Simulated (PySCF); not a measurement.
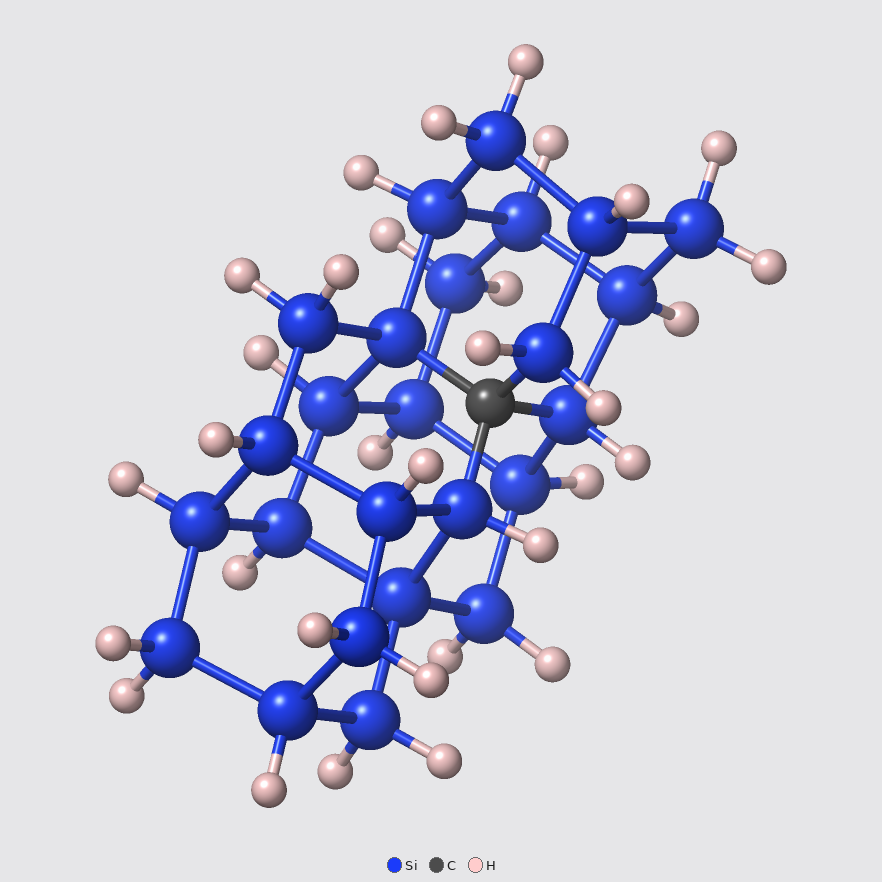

The geometry was computed by an optimisation with GFN2-xTB. No frequency run is at hand to confirm it as a minimum.

Draw it as a skeletal formula.

SMILES: [SiH2]1[Si@H]2[SiH2][Si@H]3[Si@@H]4[SiH2][Si@H]5[Si@@H]6[SiH2][Si@]78[SiH2][Si@H]9[SiH2][Si@@H]%10[Si@H]%11[SiH2][Si@]3([Si@@H]5[Si@@H]7[Si@H]%11[SiH2]9)[C@]([SiH2]2)([Si@@H]6[Si@H]14)[Si@@H]%108

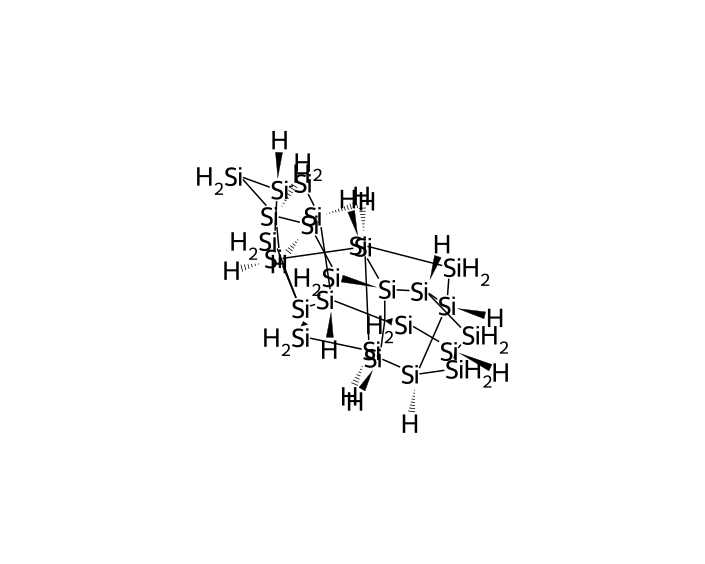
